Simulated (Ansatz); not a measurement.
## AlH2Br (SMILES [AlH2][Br]): methods side by side

The species is AlH2Br (4 atoms), meant as a singlet with charge 0. As SMILES, `[AlH2][Br]`. Geometry: relaxed at PBE0-D4/def2-TZVP.

```jsonl
{"atom": "Al", "x (Å)": "-0.1483", "y (Å)": "-0.0647", "z (Å)": "-0.1103"}
{"atom": "Br", "x (Å)": "1.6849", "y (Å)": "0.4966", "z (Å)": "1.0797"}
{"atom": "H", "x (Å)": "-0.5616", "y (Å)": "-1.5848", "z (Å)": "-0.1392"}
{"atom": "H", "x (Å)": "-0.9197", "y (Å)": "1.0927", "z (Å)": "-0.8504"}
```

Quantity: the electronic atomisation energy, in eV. The values are calculated. Electronic energies at fixed atoms, without zero-point motion or spin-orbit coupling.

| level | kind | program | value (eV) | less FCI/STO-3G | CPU time (all runs) |
| --- | --- | --- | --- | --- | --- |
| HF/STO-3G | Hartree–Fock | Ansatz | 12.81 | -0.67 | 0.33 s |
| BLYP/STO-3G | GGA | Ansatz | 15.09 | +1.61 | 3.2 s |
| B3LYP/STO-3G | global hybrid | Ansatz | 15.07 | +1.59 | 2.4 s |
| BHLYP/STO-3G | global hybrid | Ansatz | 14.78 | +1.30 | 2.2 s |
| wB97M-V/STO-3G | range-separated hybrid | Ansatz | 15.33 | +1.85 | 27 s |
| wB97X/STO-3G | range-separated hybrid | Ansatz | 14.95 | +1.47 | 11 s |
| CCSD/STO-3G | coupled cluster or CI | Ansatz | 13.46 | -0.02 | 0.54 s |
| CCSDT(Q)/STO-3G | coupled cluster or CI | Ansatz | 13.48 | 0.00 | 1.5 s |
| FCI/STO-3G | exact in the basis | Ansatz | 13.48 | 0.00 | 5.5 s |

FCI/STO-3G is exact within its basis and frozen core, so for wave-function methods in that basis the difference is their error; functionals converge differently with the basis, so for them it is only a difference. All-electron rows without a relativistic Hamiltonian named are non-relativistic. The values span 12.81 to 15.33 eV. All rows use very small basis sets, so even the best lies far from the true value. In the correlated wave-function rows the outer d shell of Br is correlated, in sets not made for it. CPU times are rough (shared hosts, several kinds of processor): they show what a rung costs within a factor of a few.

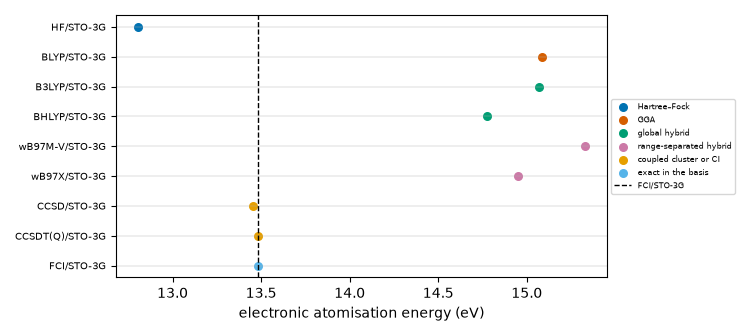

The values of the table, level by level.
